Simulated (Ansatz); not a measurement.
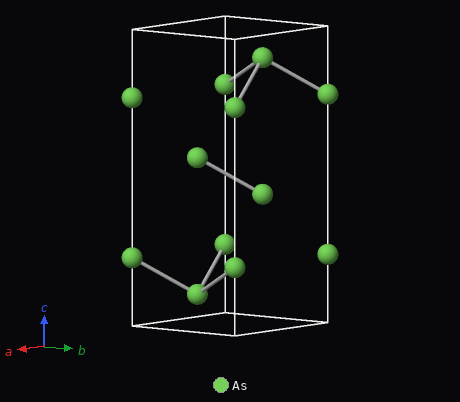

As, space group R-3m:H (No. 166), a = 3.781 Å, b = 3.781 Å, c = 10.101 Å, α = 90.00°, β = 90.00°, γ = 120.00°

```json
{"site": "As", "Wyckoff": "6c", "x": "0.3333", "y": "0.6667", "z": "0.8969"}
```

Origin: coordinates from a relaxation with DFT PBEsol, scalar-relativistic, plane waves, PAW (Ansatz 0.2.0).

Compute the Voronoi cell of each site (no radii): faces and volume.

Answer.
| site | faces above 1 % of the sphere | volume (Å³) | solid angle by neighbour (%) |
| --- | --- | --- | --- |
| As | 6 | 20.85 | As 100 |

Weighted by multiplicity the volumes add up to the cell volume, 125.1 Å³.

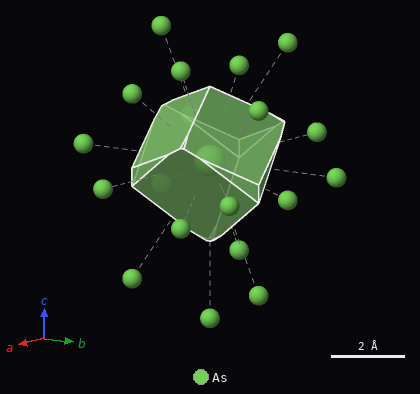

The computed Voronoi cell of As, with the neighbours that bound it.
